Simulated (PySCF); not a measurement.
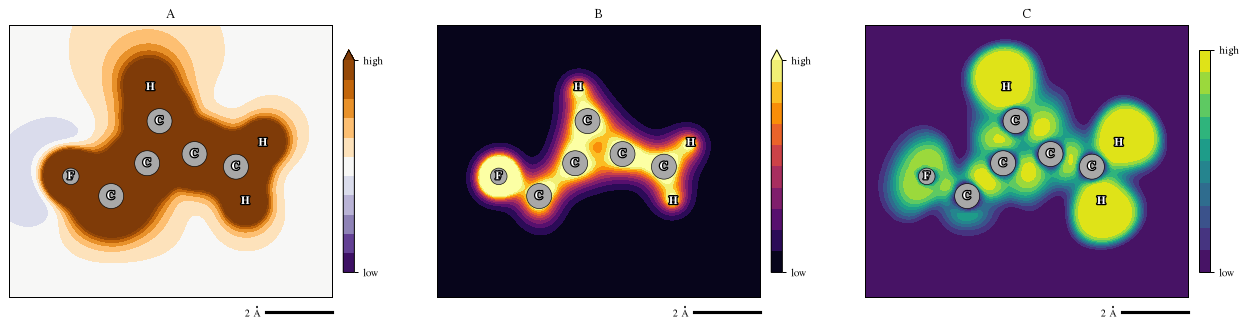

C5H4F2 (SMILES C=C1C=C1C(F)F): 3 fields on the plane of atoms C3, C4 and C5, with unlabelled colour scales. Grey discs cover the atomic cores.

Geometry: GFN2-xTB.

Theory: PySCF, PBE0/pcSseg-1, SCF density, gas phase, non-relativistic.

The calculation's input:

```
{"job": {"kind": "nmr", "xc": "PBE0", "basis": "pcSseg-1"}, "charge": 0, "multiplicity": 1}
C     -2.121413    -0.401133     0.284612
C     -0.997892     0.208801     0.012105
C     -0.206218     1.351779    -0.405152
C      0.455099     0.244793    -0.095088
C      1.742266    -0.450937     0.054938
F      2.783607     0.339488    -0.312216
F      1.803674    -1.553808    -0.734821
H     -2.140569    -1.425479     0.612337
H     -3.066616     0.102121     0.181640
H     -0.164674     2.366248    -0.719990
H      1.918161    -0.779202     1.095671
```

Launched as:

```sh
OMP_NUM_THREADS=1 python probes_run.py task.json out
```

### Match the panels to the quantities (electron density, electron localisation function and electrostatic potential).

Panel A: electrostatic potential (strongly positive close to the atoms, with negative regions outside electron-rich atoms). Panel B: electron density. Panel C: electron localisation function. From the grid: C–C (1.31 Å): ρ is about 2.3 e/Å³ halfway; the ELF peaks at about 0.90 between the atoms (a short, multiple covalent bond). C–F (1.36 Å): the density is about 2.2 e/Å³ at the midpoint, with its minimum of 1.8 e/Å³ about 0.5 Å from C; the ELF peaks at about 0.85 between the atoms (a shared but strongly polarised pair).
